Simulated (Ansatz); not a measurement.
# CH₆BInOSi: basis-set convergence

Aim: see how fast density functionals converge with the basis set for CH₆BInOSi.

Computed with Ansatz 0.2.0, Gaussian basis. Level: one geometry, several basis sets.

Plan: PBE0-D4/def2-SVP; ωB97M-V/def2-SVP; PBE0-D4/def2-QZVPP; ωB97M-V/def2-QZVPP; the functionals' def2-TZVPP values are taken from earlier runs.

### 1 The relaxed structure

The geometry comes from an earlier relaxation with PBE0-D4 in a triple-zeta def2 set; it is a stationary point, not always the lowest conformer. In takes the def2 core potential; no spin-orbit term is included.

11 atoms, charge 0, spin multiplicity 1.

Atoms are counted from 1 here; the program's logs count them from 0.

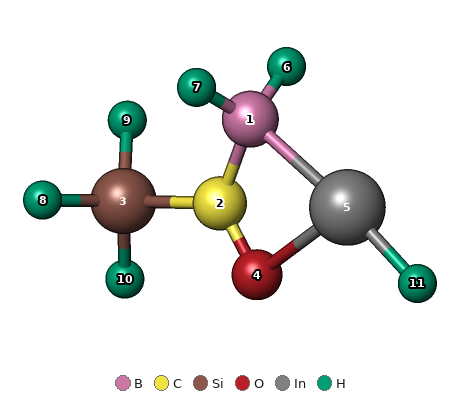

The geometry (boron pink, carbon yellow, silicon brown, oxygen red, indium grey, hydrogen teal); atoms are numbered from 1 in the order of the file.

### 2 PBE0-D4 in def2-SVP

Input file in.yaml:

```yaml
crystal:
  periodic: [false, false, false]
  atoms:
    - {symbol: B, position_ang: [-0.561516, 1.101466, -0.487096]}
    - {symbol: C, position_ang: [0.001416, -0.292870, 0.018004]}
    - {symbol: Si, position_ang: [1.197237, -0.425978, 1.527363]}
    - {symbol: O, position_ang: [-0.302458, -1.352673, -0.569949]}
    - {symbol: In, position_ang: [-1.543634, -0.068298, -2.171768]}
    - {symbol: H, position_ang: [-1.384018, 1.578740, 0.258577]}
    - {symbol: H, position_ang: [0.271445, 1.893297, -0.854990]}
    - {symbol: H, position_ang: [2.539905, 0.000027, 1.050829]}
    - {symbol: H, position_ang: [0.750115, 0.494507, 2.603087]}
    - {symbol: H, position_ang: [1.253279, -1.823703, 2.025000]}
    - {symbol: H, position_ang: [-2.221762, -1.104515, -3.399068]}
basis:
  gaussian: {orbitals: def2-SVP}
hamiltonian: {xc: pbe0, dispersion: d4}
output: {orbitals: {seedname: orbitals}}
```

Launch:

```console
$ ansatz run in.yaml --threads 2 --pin off --events-out ev --progress --plain --max-ram 32768MiB --backend cpu
```

The runs that follow: ωB97M-V in def2-SVP; PBE0-D4 in def2-QZVPP; ωB97M-V in def2-QZVPP.

Q: Predict the results of all the runs planned. Wanted: PBE0-D4: double and triple zeta above quadruple; ωB97M-V: double and triple zeta above quadruple.

As calculated:

| quantity | value |
| --- | --- |
| PBE0-D4: double and triple zeta above quadruple | 7.84, 0.52 eV |
| ωB97M-V: double and triple zeta above quadruple | 8.03, 0.48 eV |

What this shows: For PBE0-D4 the step from double to triple zeta gains 7.32 eV and the next only 0.52 eV. Total energies overstate the basis error of differences, where much of it tends to cancel.
